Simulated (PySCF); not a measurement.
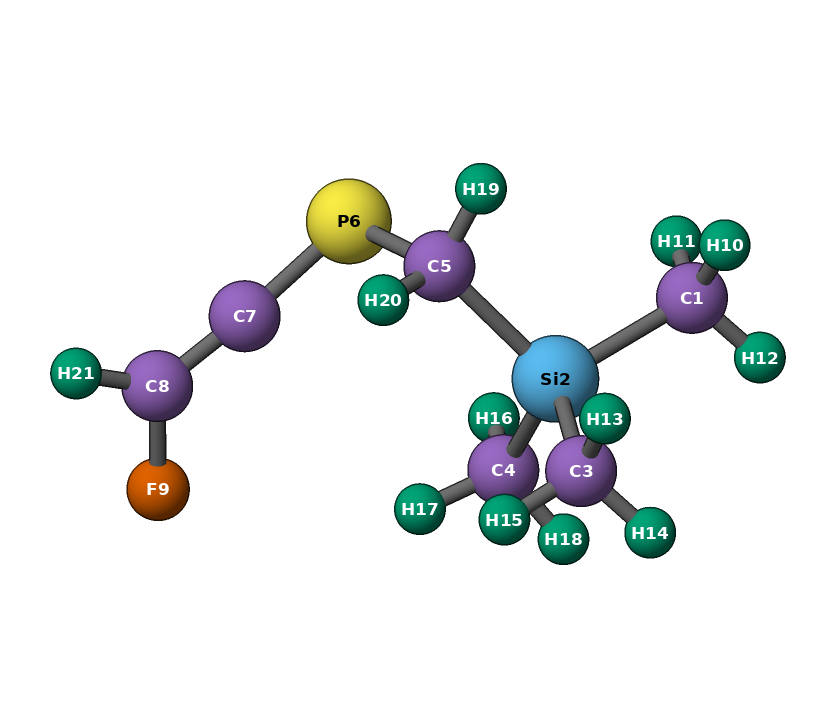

The computed structure is the end point of a GFN2-xTB optimisation. No frequency run is at hand to confirm it as a minimum. Level of theory: GIAO PBE0/pcSseg-1 NMR shielding, non-relativistic, gas phase (PySCF 2.14.0). Principal shieldings σ11 ≤ σ22 ≤ σ33, span Ω = σ33 − σ11, skew κ = 3(σiso − σ22)/Ω.

Give the shielding tensors of the F atoms.

```csv
atom,σ11,σ22,σ33,σiso,Ω,κ
F9,257.1,328.9,369.3,318.4,112.3,−0.28
```

Shieldings and span in ppm.

The geometry is semi-empirical. Around P, Si such bond lengths and angles can be off by a tenth of an ångström or more and by several degrees, and values that hang on the shape move with them.
